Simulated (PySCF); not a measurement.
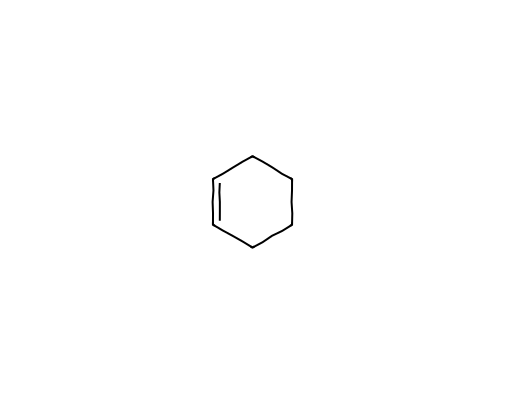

Skeletal drawing of a molecule.

Transcribe the drawing into SMILES.

C1=CCCCC1

What is the molecular formula?

C6H10.

An optimisation with PBE0-D3(BJ)/def2-SVP gave a structure of which point group?

C2.

The parts below concern this one geometry. Atoms keep their numbers from picture to picture. Computed geometry: PBE0-D3(BJ)/def2-SVP optimisation. No frequency run is at hand to confirm it as a minimum.

## Ring current

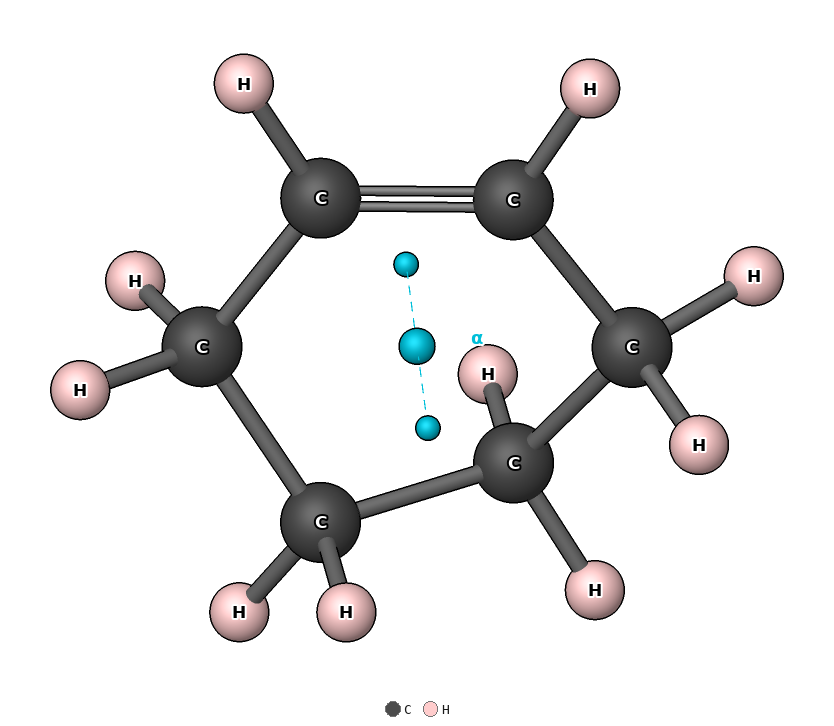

The small points mark where nucleus-independent chemical shifts (NICS) were computed: at the centre of each lettered ring and 1 Å above and below it. No frequency run is at hand to confirm it as a minimum. Level of theory: GIAO PBE0/cc-pVTZ NMR shielding, non-relativistic, gas phase (PySCF 2.14.0).

Give NICS(0), NICS(1) and the out-of-plane component NICS(1)zz for each ring (means of the two sides).

| ring | members | NICS(0) | NICS(1) | NICS(1)zz |
| --- | --- | --- | --- | --- |
| α | C6 | −0.1 | −1.1 | 2.6 |

Values in ppm.

What do the values say about the ring currents?

Ring α: weak, as in a non-aromatic ring. NICS is one index among several.

## Levels of theory compared

No frequency run is at hand to confirm it as a minimum. Program: PySCF 2.14.0.

At this fixed geometry, give HOMO–LUMO gap (eV), HOMO energy (eV), dipole (D) at these levels: HF/def2-SVPD; PBE0/IGLO-III; PBE0/aug-cc-pVDZ; PBE0/cc-pVDZ; PBE0/cc-pVTZ; PBE0/pcSseg-0.

```
           level  HOMO–LUMO gap (eV)  HOMO energy (eV)  dipole (D)
    HF/def2-SVPD               12.11             −9.27        0.31
   PBE0/IGLO-III                7.31             −6.82        0.38
PBE0/aug-cc-pVDZ                6.73             −6.81        0.38
    PBE0/cc-pVDZ                7.59             −6.72        0.30
    PBE0/cc-pVTZ                7.46             −6.80        0.34
   PBE0/pcSseg-0                7.77             −6.92        0.23
```

## Charges

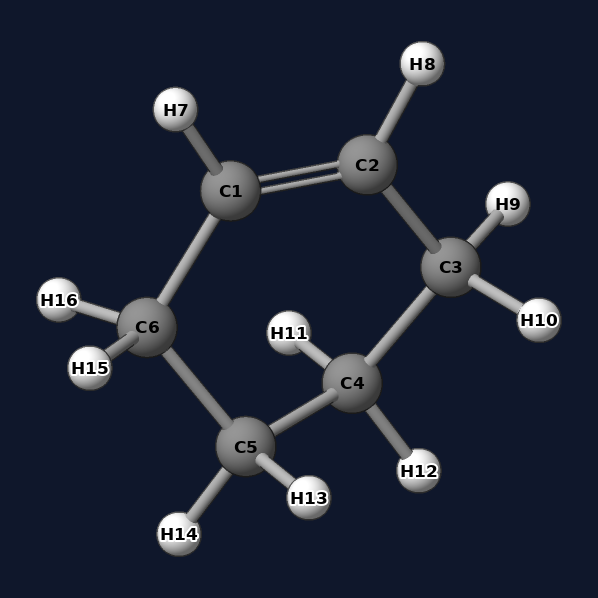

The questions are on ESP-fitted charges. No frequency run is at hand to confirm it as a minimum. Properties computed with PBE0/cc-pVDZ, gas phase (PySCF 2.14.0).

Which atom carries the highest charge (most positive or least negative)?

H7, H8 (0.11 e).

And the lowest?

C1, C2 (−0.21 to −0.20 e).

Give the ESP-fitted charges atom by atom.

| atom | value (e) |
| --- | --- |
| C1 | −0.21 |
| C2 | −0.20 |
| C3 | 0.00 |
| C4 | −0.03 |
| C5 | −0.04 |
| C6 | 0.01 |
| H7 | 0.11 |
| H8 | 0.11 |
| H9 | 0.03 |
| H10 | 0.04 |
| H11 | 0.04 |
| H12 | 0.01 |
| H13 | 0.04 |
| H14 | 0.01 |
| H15 | 0.03 |
| H16 | 0.04 |

## NMR shielding

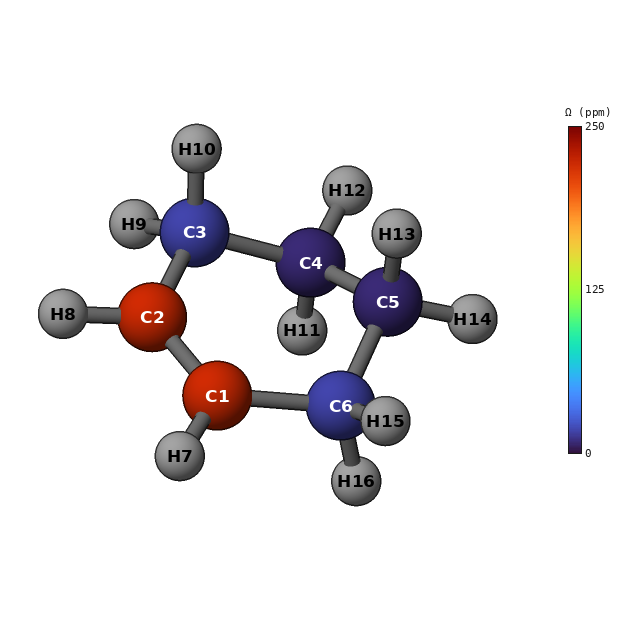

The C atoms are coloured by the span of their shielding tensor. No frequency run is at hand to confirm it as a minimum. Level of theory: GIAO PBE0/cc-pVTZ NMR shielding, non-relativistic, gas phase (PySCF 2.14.0). Principal shieldings σ11 ≤ σ22 ≤ σ33, span Ω = σ33 − σ11, skew κ = 3(σiso − σ22)/Ω.

Which C atom has the most anisotropic shielding?

C1, C2, with a span of 223 ppm.

Give the shielding tensors of the C atoms.

| atom | σ11 | σ22 | σ33 | σiso | Ω | κ |
| --- | --- | --- | --- | --- | --- | --- |
| C1, C2 | −62.3 | 60.1 | 160.3 | 52.7 | 222.6 | −0.10 |
| C3, C6 | 148.3 | 164.2 | 165.4 | 159.3 | 17.1 | −0.86 |
| C4, C5 | 157.3 | 164.5 | 165.5 | 162.5 | 8.2 | −0.76 |

Shieldings and span in ppm.
